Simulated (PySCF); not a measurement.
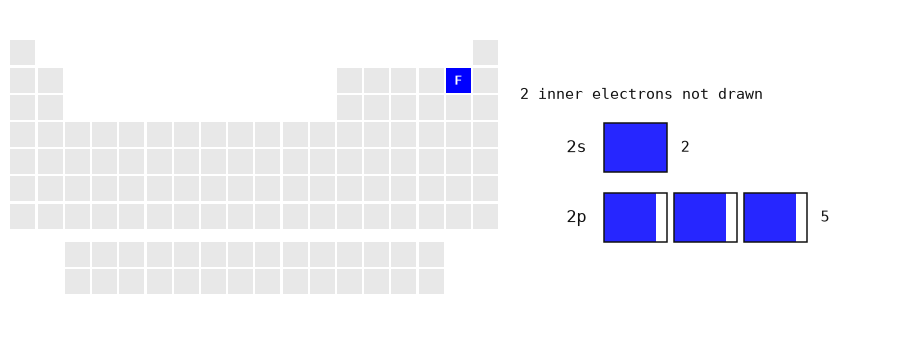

Left, the place of fluorine in the periodic table; right, the outer shells of the nominal configuration: a box for each of the 2l + 1 orbitals, shaded by the share of the shell that is filled, with the electron count at the right.

**F: atomic calculation**

- system: F, configuration 1s2 2s2 2p5, multiplicity 2.
- method: unrestricted M06-2X, cc-pVDZ, non-relativistic, point nucleus (PySCF)

Input file:
```python
from pyscf import gto, scf, dft, mp, cc
import basis_set_exchange as bse
mol = gto.M(atom="F 0 0 0", charge=0, spin=1, symmetry="D2h",
            basis=gto.basis.parse(bse.get_basis("cc-pVDZ", elements=["F"], fmt="nwchem", header=False)))
mf = dft.UKS(mol, xc="M062X")
mf.irrep_nelec = {'Ag': (2, 2), 'B1u': (1, 1), 'B2u': (1, 1), 'B3u': (1, 0)}
mf.kernel()
```

The script is an equivalent of what the driver set up; the driver computed the properties (radii, ⟨L²⟩, response) afterwards. It also set what the script leaves out: max_cycle = 3, guess = atom. It held the occupations shell by shell, which the script's counts by irreducible representation don't always enforce.

Hardware: 1 thread of Arm Neoverse N1, 77 GiB of memory available, shared host.

Launched within a batch (the task file carries these settings):
```bash
OMP_NUM_THREADS=1 python <driver script> TASK.json OUT
```

Log (extracts):
```
damping factor = 0
level_shift factor = 0
DIIS = <class 'pyscf.scf.diis.CDIIS'>
diis_start_cycle = 1
diis_space = 10
diis_damp = 0
SCF conv_tol = 1e-09
SCF conv_tol_grad = None
number electrons alpha = 5  beta = 4
irrep_nelec {'Ag': (2, 2), 'B1g': (0, 0), 'B2g': (0, 0), 'B3g': (0, 0), 'B1u': (1, 1), 'B2u': (1, 1), 'B3u': (1, 0)}
XC functionals = M062X
    Y. Zhao and D. G. Truhlar.,  Theor. Chem. Acc. 120, 215 (2008)
    Y. Zhao and D. G. Truhlar.,  Theor. Chem. Acc. 120, 215 (2008)
alpha HOMO (B1u) = -0.509635402846624  LUMO (B1u) = 1.17113805980426

WARN: HOMO -0.509635402846624 >= LUMO -0.509635402846624

cycle= 1 E= -99.6933967556781  delta_E= -0.167  |g|= 0.076  |ddm|= 0.907
alpha HOMO (B2u) = -0.558180879421148  LUMO (B3u) = 1.13044620298088
  HOMO = -0.525063740591  LUMO = -0.150459694471  gap/eV = 10.19350
cycle= 2 E= -99.6954083619936  delta_E= -0.00201  |g|= 0.0173  |ddm|= 0.0988
alpha HOMO (B1u) = -0.549486926603169  LUMO (B3u) = 1.13509047615103
  HOMO = -0.513519384293  LUMO = -0.136262962063  gap/eV = 10.26567
cycle= 3 E= -99.6955259015833  delta_E= -0.000118  |g|= 0.00855  |ddm|= 0.0401
SCF not converged.
SCF energy = -99.6955259015833 after 3 cycles  <S^2> = 0.75080338  2S+1 = 2.0008032
```

Outcome:

| quantity | value |
| --- | --- |
| outcome | not converged |
| total energy | −99.695526 hartree |
| kinetic energy | 99.272611 hartree |
| ⟨S²⟩ | 0.751 |
| ⟨L²⟩ | 2.00 |
| SCF iterations | 3 |

Diagnosis:

This input holds a deliberate fault: too few SCF iterations. The run did not meet its convergence test in 3 iterations, so its last values are not results.
